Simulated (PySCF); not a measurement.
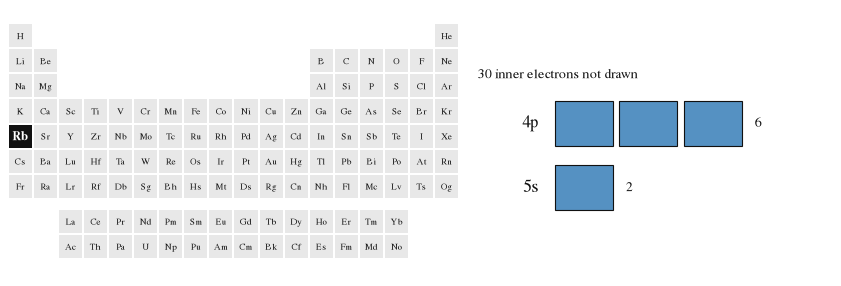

Left, the place of rubidium in the periodic table; right, the outer shells of the nominal configuration: a box for each of the 2l + 1 orbitals, shaded by the share of the shell that is filled, with the electron count at the right.

**Atomic calculation for Rb⁻**

- system: Rb⁻, configuration 1s2 2s2 2p6 3s2 3p6 3d10 4s2 4p6 5s2, multiplicity 1.
- method: unrestricted HSE06, aug-cc-pVDZ-X2C, spin-free X2C-1e, Gaussian nucleus (PySCF)

## Results in brief

| quantity | value |
| --- | --- |
| outcome | converged; a filled orbital lies above zero |
| total energy | −2980.7069 hartree |
| SCF iterations | 5 |
| hardware | 1 CPU thread, shared host |
| CPU time | 2.8 s (integrals apart) |

## Remarks

The highest filled orbital (5s, 0.641 eV) lies above zero. That is common for anions, where the functional's self-interaction leaves the outer electrons unbound; only the finite basis holds them, so such levels depend on it.

## Input file
```python
from pyscf import gto, scf, dft, mp, cc
import basis_set_exchange as bse
mol = gto.M(atom="Rb 0 0 0", charge=-1, spin=0, symmetry="D2h",
            basis=gto.basis.parse(bse.get_basis("aug-cc-pVDZ-X2C", elements=["Rb"], fmt="nwchem")),
            nucmod="G")
mf = dft.UKS(mol, xc="HSE06").sfx2c1e()
mf.irrep_nelec = {'Ag': (7, 7), 'B1g': (1, 1), 'B2g': (1, 1), 'B3g': (1, 1), 'B1u': (3, 3), 'B2u': (3, 3), 'B3u': (3, 3)}
mf.kernel()
```

The script is an equivalent of what the driver set up; the driver started from orbitals of its own, so the log can be shorter than this script's would be, and it computed the properties (radii, ⟨L²⟩, response) afterwards. It held the occupations shell by shell, which the script's counts by irreducible representation don't always enforce.

## Output (extracts)
```
damping factor = 0
level_shift factor = 0
DIIS = <class 'pyscf.scf.diis.CDIIS'>
diis_start_cycle = 1
diis_space = 10
diis_damp = 0
SCF conv_tol = 1e-09
SCF conv_tol_grad = None
number electrons alpha = 19  beta = 19
XC functionals = HSE06
    J. Heyd, G. E. Scuseria, and M. Ernzerhof.,  J. Chem. Phys. 118, 8207 (2003)
    J. Heyd, G. E. Scuseria, and M. Ernzerhof.,  J. Chem. Phys. 124, 219906 (2006)
    A. V. Krukau, O. A. Vydrov, A. F. Izmaylov, and G. E. Scuseria.,  J. Chem. Phys. 125, 224106 (2006)
cycle= 1 E= -2980.70653572604  delta_E= -0.00133  |g|= 0.00745  |ddm|= 0.534
cycle= 2 E= -2980.70679036075  delta_E= -0.000255  |g|= 0.00433  |ddm|= 0.222
cycle= 3 E= -2980.70689856543  delta_E= -0.000108  |g|= 9.06e-05  |ddm|= 0.0862
cycle= 4 E= -2980.70689863521  delta_E= -6.98e-08  |g|= 6.16e-06  |ddm|= 0.00799
cycle= 5 E= -2980.70689863563  delta_E= -4.17e-10  |g|= 6.69e-07  |ddm|= 0.000676
converged SCF energy = -2980.70689863563  <S^2> = -1.4210855e-14  2S+1 = 1
```

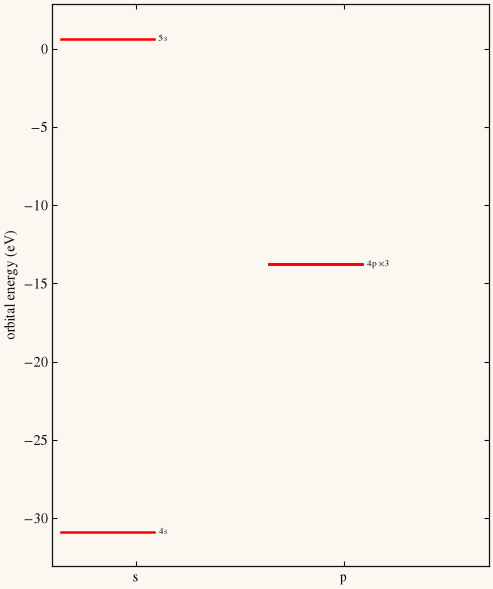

Orbital energies of the mean field, from the top down to −30.9 eV, by angular momentum; ×n counts the orbitals under one label. The highest filled orbital is 5s at 0.641 eV, the lowest empty one p at 1.29 eV. A filled level above zero isn't a property of the atom (see the remarks).
